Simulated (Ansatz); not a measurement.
Ge (diamond structure), cut as [112] wire, round, centred on atom, 2.03 nm across

The numbers are results of PBE (plane waves to 420 eV, PAW; Ansatz, a program for electronic structure), not measurements.

k-points: Γ-centred 1×1×4 mesh; occupations: Fermi-Dirac, 0.020 eV; spin polarisation not allowed. No spin-orbit coupling.

 The relaxation kept the symmetry of its start, so a lower minimum of less symmetry isn't excluded. The period along the axis is held at the bulk value.

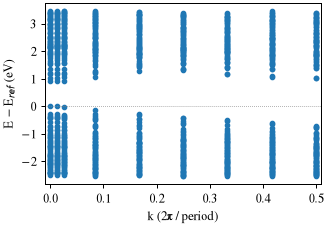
Figure: Levels along the axis at 9 k-points, drawn as points, zero at the top of the valence band

Electronic character: not metallic; Kohn-Sham band gap: 0.90 eV. Only levels within the plotted window are shown.
